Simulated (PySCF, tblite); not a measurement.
# C₅H₉F₃: a rotation path, then NMR shifts on frames

Aim: move C₅H₉F₃ (`CC(C)(CF)C(F)F`) away from its starting geometry and see how NMR shifts follow the geometry.

Computed with tblite 0.8.0 and PySCF 2.14.0, with density-fitted response routines of our own, on a single molecule in the gas phase. Atoms count from 0, in the outputs and in this text.

## (1) Starting geometry

17 atoms, charge 0, multiplicity 1; geometry from: GFN2-xTB.

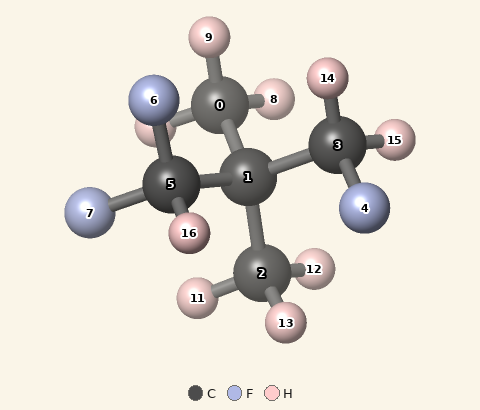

As it starts; carbon dark grey, fluorine light blue, hydrogen pink, atoms numbered.

## (2) A band between two rotamers with GFN2-xTB

The job: settings as JSON, then the geometry in Å.

```
{"job": {"kind": "neb", "xc": "GFN2-xTB", "basis": "xTB", "atoms": [3, 1, 5, 6], "turn": 120}, "charge": 0, "multiplicity": 1}
C      0.263128    -0.608934    -1.402986
C     -0.023953     0.009959    -0.033873
C     -0.413571     1.483580    -0.165142
C     -1.147718    -0.775433     0.652082
F     -1.428263    -0.245071     1.887324
C      1.228540    -0.088836     0.850912
F      1.644091    -1.374861     0.967730
F      2.267233     0.587794     0.305409
H     -0.619319    -0.548574    -2.034874
H      0.548655    -1.653274    -1.298119
H      1.077180    -0.074431    -1.886474
H      0.409312     2.056462    -0.585020
H     -1.276327     1.580833    -0.819211
H     -0.667234     1.897524     0.808243
H     -0.863649    -1.819906     0.812480
H     -2.069930    -0.719926     0.066553
H      1.064826     0.305123     1.865057
```

Method: GFN2-xTB climbing-image nudged elastic band, gas phase.

Command:

```
OMP_NUM_THREADS=1 python probes_run.py task.json out
```

This one command runs all jobs of the session in turn.

The program printed:

```text
image   E - E0 / eV
  0      -0.0000
  1       0.0305
  2       0.0895
  3       0.1444
  4       0.1774
  5       0.1824
  6       0.1624
  7       0.1325
  8       0.1183
```

Wall time 2.5 s (1 thread of Arm Neoverse V1, shared host); peak memory 0.18 GiB.

The final band, with the dihedral C3–C1–C5–F6:

```csv
image,dihedral (°),energy (eV),energy (kcal/mol)
0,62,0.000,0.0
1,77,0.030,0.7
2,91,0.089,2.1
3,104,0.144,3.3
4,118,0.177,4.1
5,131,0.182,4.2
6,145,0.162,3.7
7,159,0.132,3.1
8,173,0.118,2.7
```

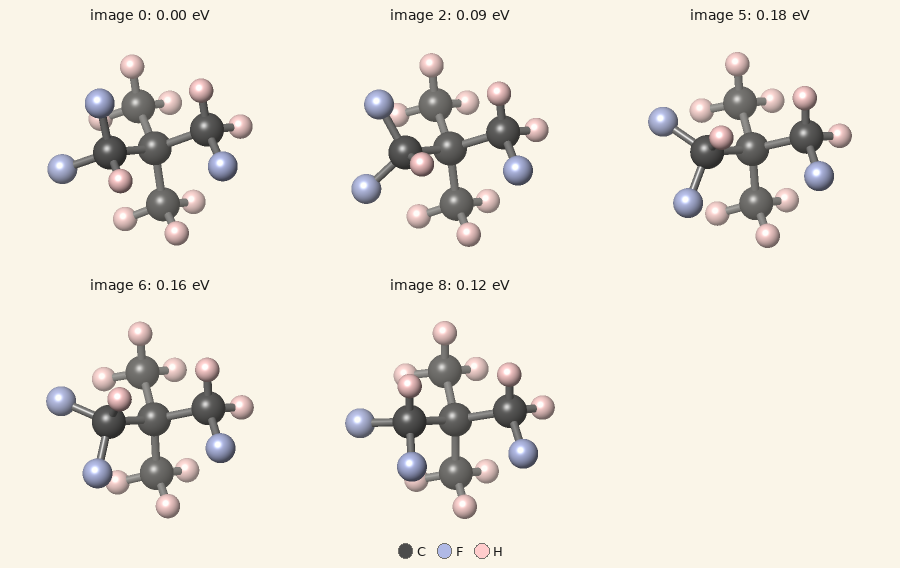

Images along the band.

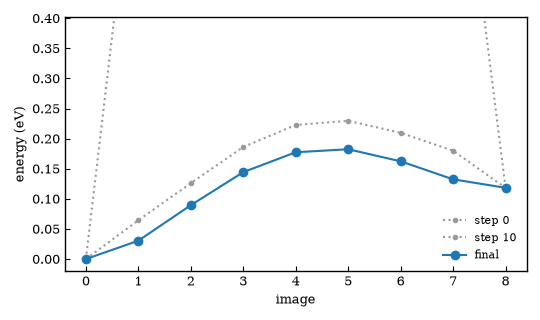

Energy along the band, early and final.

## (3) Nuclear shieldings: image 0, PBE0/pcSseg-1

The job: settings as JSON, then the geometry in Å.

```
{"job": {"kind": "nmr", "xc": "PBE0", "basis": "pcSseg-1", "pop": false}, "charge": 0, "multiplicity": 1}
C      0.263100    -0.608900    -1.403000
C     -0.024000     0.010000    -0.033900
C     -0.413600     1.483600    -0.165100
C     -1.147700    -0.775400     0.652100
F     -1.428300    -0.245100     1.887300
C      1.228500    -0.088800     0.850900
F      1.644100    -1.374900     0.967700
F      2.267200     0.587800     0.305400
H     -0.619300    -0.548600    -2.034900
H      0.548700    -1.653300    -1.298100
H      1.077200    -0.074400    -1.886500
H      0.409300     2.056500    -0.585000
H     -1.276300     1.580800    -0.819200
H     -0.667200     1.897500     0.808200
H     -0.863600    -1.819900     0.812500
H     -2.069900    -0.719900     0.066600
H      1.064800     0.305100     1.865100
```

Level: GIAO PBE0/pcSseg-1 NMR shielding, non-relativistic, gas phase.

The program printed:

```text
coarse grid: 14272 points
cycle   1  E = -494.7425489514  dE =  8.672e-01  |g| = 7.969e-01  |ddm| = 3.398e+00
cycle   2  E = -494.6590435177  dE =  8.351e-02  |g| = 1.112e+00  |ddm| = 1.186e+00
cycle   3  E = -494.8496137443  dE = -1.906e-01  |g| = 7.469e-02  |ddm| = 7.426e-01
cycle   4  E = -494.8505164173  dE = -9.027e-04  |g| = 3.648e-02  |ddm| = 8.525e-02
cycle   5  E = -494.8508215506  dE = -3.051e-04  |g| = 5.468e-03  |ddm| = 3.655e-02
cycle   6  E = -494.8508274286  dE = -5.878e-06  |g| = 1.884e-03  |ddm| = 6.243e-03
final grid: 139200 points
cycle   7  E = -494.9201798410  dE = -6.476e-05  |g| = 9.252e-03  |ddm| = 4.038e-02
cycle   8  E = -494.9201667894  dE =  1.305e-05  |g| = 1.265e-02  |ddm| = 1.879e-02
cycle   9  E = -494.9201991687  dE = -3.238e-05  |g| = 1.165e-03  |ddm| = 1.034e-02
cycle  10  E = -494.9201993865  dE = -2.179e-07  |g| = 2.802e-04  |ddm| = 1.074e-03
cycle  11  E = -494.9201993996  dE = -1.302e-08  |g| = 5.737e-05  |ddm| = 2.195e-04
cycle  12  E = -494.9201994002  dE = -6.436e-10  |g| = 2.185e-05  |ddm| = 5.872e-05
converged SCF energy = -494.9201994002

GIAO shielding tensors (ppm)
atom      isotropic    diamagn.    paramagn.     s11        s22        s33       span
  0 C      171.983     247.054     -75.071    159.759    164.422    191.768     32.009
  1 C      143.045     249.068    -106.022    137.817    142.173    149.146     11.330
  2 C      166.814     247.364     -80.549    150.397    161.906    188.141     37.744
  3 C       96.409     242.882    -146.473     60.086     82.340    146.800     86.714
  4 F      432.049     473.649     -41.601    397.164    429.658    469.324     72.160
  5 C       63.164     241.340    -178.176     41.493     67.944     80.054     38.561
  6 F      325.129     473.931    -148.802    230.748    342.494    402.146    171.398
  7 F      334.175     473.574    -139.400    225.778    345.610    431.137    205.360
  8 H       31.385      30.723       0.662     27.039     29.157     37.961     10.922
  9 H       30.634      30.288       0.346     25.682     28.881     37.338     11.656
 10 H       30.399      30.257       0.142     26.189     28.500     36.508     10.319
 11 H       30.481      30.508      -0.027     25.752     29.405     36.285     10.533
 12 H       31.007      30.796       0.212     27.039     28.286     37.697     10.659
 13 H       30.117      30.404      -0.287     25.532     28.464     36.354     10.822
 14 H       26.837      29.840      -3.002     23.066     27.984     29.461      6.395
 15 H       27.436      30.185      -2.749     22.718     28.748     30.843      8.125
 16 H       25.479      29.431      -3.952     23.490     24.906     28.041      4.551
```

Wall time 40 s (1 thread of Arm Neoverse V1, shared host); peak memory 0.83 GiB.

The references, computed at this level on geometries of the same kind, shield at (ppm): 1H TMS 31.72, 13C TMS 186.9, 19F CFCl3 170.9. Their shielding less the atom's gives the shift. The references are single molecules in the gas phase, so shifts against H2O, NH3, PH3, H3PO4 or CFCl3 are not on the usual liquid scales and can be off by tens of ppm. Each atom is listed at this fixed geometry, with no averaging over motion; a spectrum would average atoms that exchange fast.

| atoms | environment | σ (ppm) | δ (ppm) |
| --- | --- | --- | --- |
| C5 | sp3 CH bonded to 2 F | 63.2 | 123.8 |
| C3 | sp3 CH2 bonded to F | 96.4 | 90.5 |
| C1 | quaternary sp3 carbon | 143.0 | 43.9 |
| C2 | methyl carbon | 166.8 | 20.1 |
| C0 | methyl carbon | 172.0 | 14.9 |
| H16 | hydrogen on an sp3 CH bonded to 2 F | 25.48 | 6.24 |
| H14 | hydrogen on an sp3 CH2 bonded to F | 26.84 | 4.88 |
| H15 | hydrogen on an sp3 CH2 bonded to F | 27.44 | 4.28 |
| H13 | hydrogen on a methyl carbon | 30.12 | 1.60 |
| H10 | hydrogen on a methyl carbon | 30.40 | 1.32 |
| H11 | hydrogen on a methyl carbon | 30.48 | 1.24 |
| H9 | hydrogen on a methyl carbon | 30.63 | 1.08 |
| H12 | hydrogen on a methyl carbon | 31.01 | 0.71 |
| H8 | hydrogen on a methyl carbon | 31.39 | 0.33 |
| F6 | fluorine of a CF2 group | 325.1 | -154.2 |
| F7 | fluorine of a CF2 group | 334.2 | -163.2 |
| F4 | fluorine on an sp3 carbon | 432.0 | -261.1 |

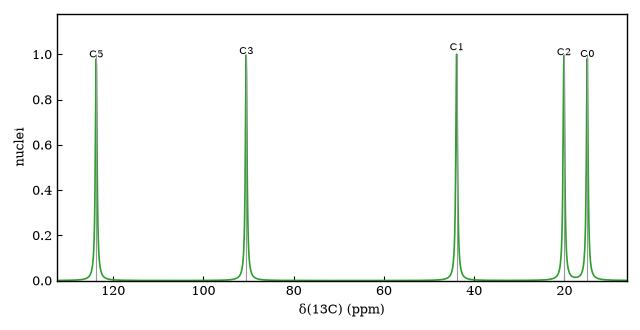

13C lines at the computed shifts, without couplings. Lines are broadened to a width of 0.44 ppm (Lorentzian).

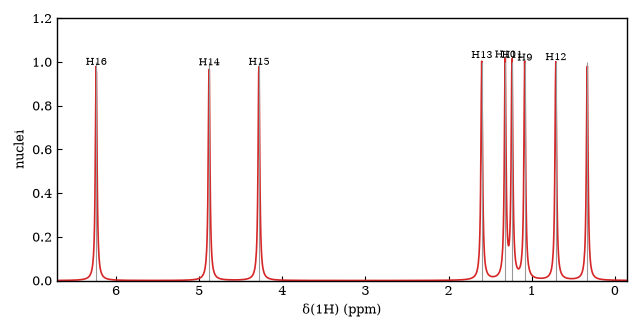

1H lines at the computed shifts, without couplings. Lines are broadened to a width of 0.02 ppm (Lorentzian).

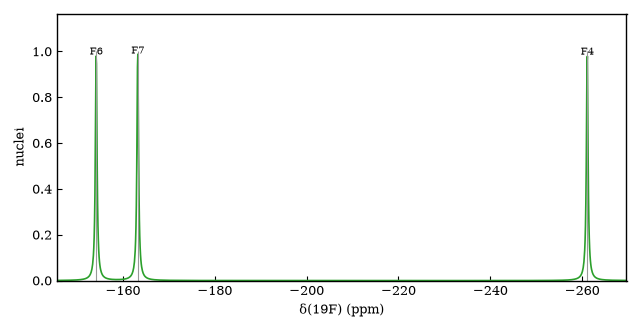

19F lines at the computed shifts, without couplings. Lines are broadened to a width of 0.43 ppm (Lorentzian).

Orbitals, density, ELF and potential are computed afterwards from the orbital file.

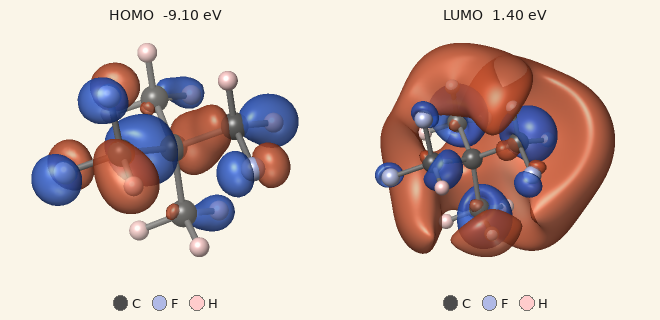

PBE0/pcSseg-1 orbitals near the gap, drawn at the value that encloses 70 % of each; the two colours are the two signs.

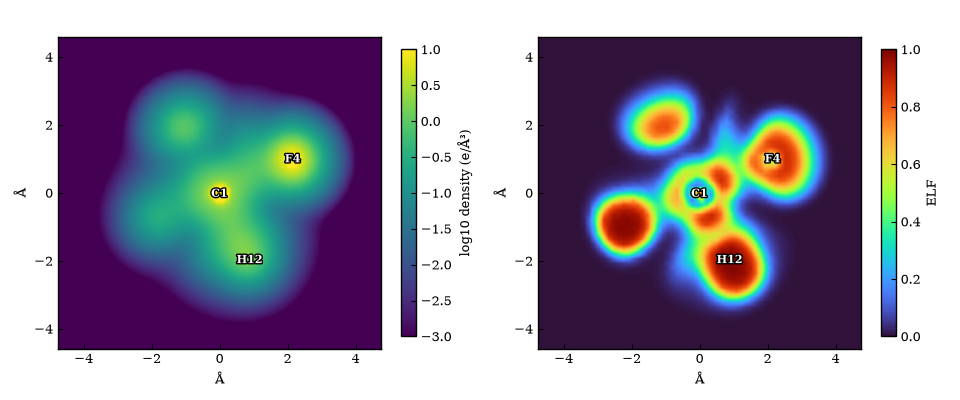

Density (left) and ELF (right) in a plane through or near 3 of the atoms.

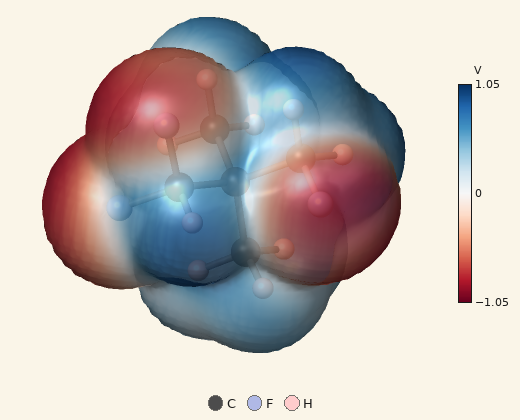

Electrostatic potential on the surface of density 0.002 e/bohr³; red is low, blue high. It runs, from the 1st to the 99th percentile, from -0.88 V near F4 to 1.05 V near H15.

## (4) Shielding tensors: image 2, PBE0/pcSseg-1

The job: settings as JSON, then the geometry in Å.

```
{"job": {"kind": "nmr", "xc": "PBE0", "basis": "pcSseg-1", "pop": false}, "charge": 0, "multiplicity": 1}
C      0.229900    -0.663800    -1.386600
C     -0.014600     0.003200    -0.031600
C     -0.373300     1.478900    -0.223100
C     -1.165200    -0.724000     0.676900
F     -1.428000    -0.152700     1.897800
C      1.237300    -0.109100     0.867900
F      1.974500    -1.207500     0.566100
F      2.075000     0.942100     0.713200
H     -0.655700    -0.576600    -2.010700
H      0.465400    -1.717900    -1.262500
H      1.063200    -0.182800    -1.893400
H      0.450500     2.011800    -0.689500
H     -1.248400     1.559900    -0.861500
H     -0.593300     1.947500     0.733900
H     -0.918100    -1.773500     0.866000
H     -2.085300    -0.653500     0.091000
H      0.979000    -0.170100     1.936000
```

With the program's defaults for keys left out, this is: GIAO PBE0/pcSseg-1 NMR shielding, non-relativistic, gas phase.

The program printed:

```text
coarse grid: 14272 points
cycle   1  E = -494.7361699078  dE =  8.669e-01  |g| = 8.013e-01  |ddm| = 3.397e+00
cycle   2  E = -494.6490816684  dE =  8.709e-02  |g| = 1.125e+00  |ddm| = 1.187e+00
cycle   3  E = -494.8448155120  dE = -1.957e-01  |g| = 7.481e-02  |ddm| = 7.362e-01
cycle   4  E = -494.8457206235  dE = -9.051e-04  |g| = 3.679e-02  |ddm| = 8.568e-02
cycle   5  E = -494.8460308647  dE = -3.102e-04  |g| = 5.623e-03  |ddm| = 3.688e-02
cycle   6  E = -494.8460370989  dE = -6.234e-06  |g| = 1.934e-03  |ddm| = 6.441e-03
final grid: 139200 points
cycle   7  E = -494.9157484692  dE = -6.663e-05  |g| = 9.042e-03  |ddm| = 3.988e-02
cycle   8  E = -494.9157360911  dE =  1.238e-05  |g| = 1.231e-02  |ddm| = 1.810e-02
cycle   9  E = -494.9157670429  dE = -3.095e-05  |g| = 1.163e-03  |ddm| = 1.002e-02
cycle  10  E = -494.9157672580  dE = -2.151e-07  |g| = 2.761e-04  |ddm| = 1.061e-03
cycle  11  E = -494.9157672706  dE = -1.258e-08  |g| = 5.854e-05  |ddm| = 2.186e-04
cycle  12  E = -494.9157672713  dE = -6.766e-10  |g| = 2.192e-05  |ddm| = 6.116e-05
converged SCF energy = -494.9157672713

GIAO shielding tensors (ppm)
atom      isotropic    diamagn.    paramagn.     s11        s22        s33       span
  0 C      169.388     246.842     -77.454    155.998    163.643    188.521     32.523
  1 C      142.970     249.315    -106.345    135.149    142.944    150.816     15.667
  2 C      166.164     246.997     -80.833    147.845    165.420    185.226     37.381
  3 C       96.261     243.412    -147.151     60.071     83.201    145.511     85.440
  4 F      427.588     473.727     -46.139    401.636    415.746    465.381     63.745
  5 C       64.437     239.732    -175.295     42.457     67.604     83.250     40.793
  6 F      321.372     473.541    -152.169    234.853    337.210    392.054    157.201
  7 F      322.649     472.848    -150.199    210.271    334.589    423.087    212.816
  8 H       31.316      30.747       0.569     27.013     29.107     37.828     10.814
  9 H       30.618      30.436       0.182     25.937     28.725     37.191     11.255
 10 H       30.412      30.247       0.165     26.570     28.073     36.593     10.022
 11 H       30.283      30.635      -0.353     25.707     29.167     35.974     10.268
 12 H       31.120      30.889       0.231     27.111     28.475     37.774     10.663
 13 H       30.059      30.233      -0.174     25.816     28.123     36.240     10.424
 14 H       27.121      29.979      -2.858     22.734     28.505     30.124      7.390
 15 H       27.413      30.163      -2.749     22.826     28.664     30.750      7.924
 16 H       25.442      29.019      -3.577     22.784     25.476     28.068      5.284
```

It took 29 s on 1 thread of Arm Neoverse V1, shared host; peak memory 0.84 GiB.

In short: δ C5 122.5, C3 90.7, C1 44.0, C2 20.8, H16 6.27, H14 4.60 ppm.

[end of part 1 of 2]
